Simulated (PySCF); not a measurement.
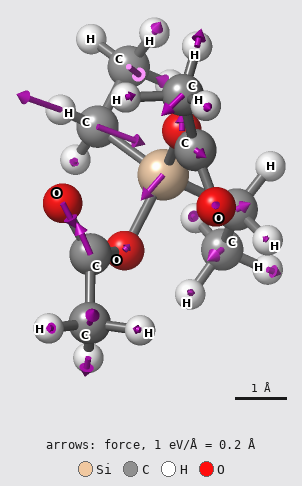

Starting geometry of C₈H₁₆O₄Si with the computed forces as purple arrows. Style: ball-and-stick. Shown from a free direction.

The start comes from GFN2-xTB. Its atoms were then displaced at random by about 0.03 Å.

Theory: PBE0-D3(BJ)/def2-SVP geometry optimisation, gas phase in PySCF 2.14.0, density-fitted response routines. 

Is this structure relaxed? If not, where do the atoms go?

Answer. It isn't relaxed: the largest force vector, on an H atom, is 6.04 eV/Å. The final displacements have little in common with the starting forces (cosine between the two patterns 0.10). The energy falls by 128.9 kJ/mol in 14 geometry steps. The largest move after the best rigid fit is that of an H atom, 0.60 Å. By element the largest moves are H 0.60 Å, C 0.41 Å, O 0.29 Å, Si 0.13 Å. Among the contacts that change: C–H 0.977 → 1.103 Å, C–H 1.192 → 1.102 Å, O–Si 1.792 → 1.704 Å, O–Si 1.630 → 1.705 Å. Bond angles that change, for instance: Si–C–H 113.4° → 106.2°, Si–O–C 130.8° → 123.6°, H–C–H 113.6° → 107.1°. The run took 8.2 min on 2 threads of Intel(R) Xeon(R) Platinum 8488C, with other jobs on the host.
